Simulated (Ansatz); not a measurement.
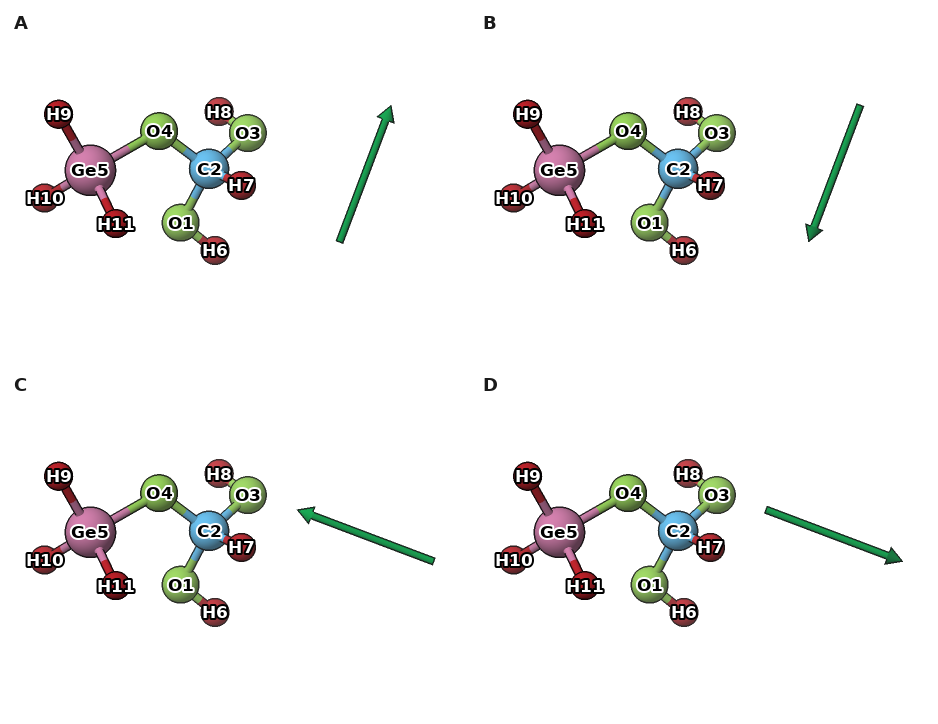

The same molecule four times, each with an arrow. The computed structure is the end point of a PBE0-D4/def2-TZVP optimisation. No frequency run is at hand to confirm it as a minimum. Properties computed with RKS B3LYP-D4/def2-TZVPP (Ansatz 0.2.0).

### Which arrow points along the dipole moment, from the negative to the positive end?

B. The dipole moment is 1.36 D; it points from the side of H8 to the side of H10, H11 (the outermost atoms at the two ends).
